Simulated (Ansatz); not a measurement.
Cost and result by functional for the adsorption energy of H on the 1x1 (100) surface of fcc Cu, one in a 2x2 cell, started at the site 'bridge Cu-Cu (span 2.6 Å)', in Ansatz (plane waves, PAW). Single points on the PBE structure, on one kind of machine; costs are rough ratios of the slab run's core time (references not counted) to the cheapest single point. r2SCAN's cost holds its higher cutoff (500 against 420 eV). Differences are taken against r2SCAN for comparison alone: no measured value is at hand, so the table doesn't rank accuracy.

Slab: 17 atoms, 5.3 Å thick at the start under the adsorbate (thin: gaps and levels are the slab's own); k 6x6x1, smearing 0.1 eV, dipole-corrected; 8 atoms held, the rest relaxed; start symmetry kept, larger cells not searched; no spin, no spin-orbit, no U, no dispersion correction. At the end it is bonded to 2 Cu. In PBE this state lies 0.07 eV over the lowest of the starts that converged ('hollow Cu-Cu-Cu-Cu over Cu at depth 1.8 Å'). These notes are the PBE run's. Adsorption energies are against ½ H2(g). A negative adsorption energy means that the adsorbate is more stable on the surface than in its reference.

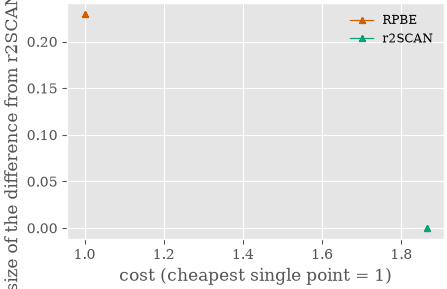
Difference from r2SCAN against cost

```json
[
 {"functional": "RPBE", "relative cost": "1", "adsorption energy (eV)": "0.05", "less r2SCAN (eV)": "0.23"},
 {"functional": "r2SCAN", "relative cost": "2", "adsorption energy (eV)": "-0.18", "less r2SCAN (eV)": "0.00"},
 {"functional": "PBE (the relaxed run's value)", "relative cost": "–", "adsorption energy (eV)": "-0.08", "less r2SCAN (eV)": "0.09"}
]
```

The values span 0.23 eV, while the single points' costs differ by a factor of roughly 2. Differences are of unrounded values.

Ansatz is a program for electronic structure.
